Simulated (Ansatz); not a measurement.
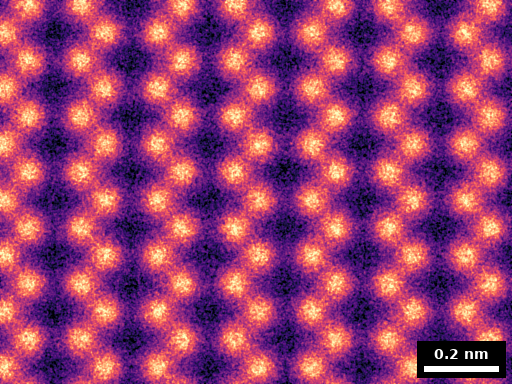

iDPC-like image of a crystal. Simulated as the projected potential of neutral atoms (B = 0.8 Å²) blurred by a 0.50 Å probe, the thin-sample limit of integrated differential phase contrast. The display is stretched by a gamma of 0.8; percentages refer to the linear signal. Shot noise was added.

Question: Give the net of the columns and its spacings.

Answer: The pattern repeats on a centred rectangular net of 1.5 × 4.2 Å.

Question: What is the plane group of the image?

Answer: c2mm: perpendicular mirror lines on a centred net, with further twofold points between them.

Question: How many columns does the smallest repeating cell hold, and how many levels of brightness?

Answer: 2 columns in the primitive cell of 3.2 Å², all of one brightness.

The crystal is Co (P6_3/mmc, No. 194) seen along [201]. Structure used: the input geometry of a calculation.
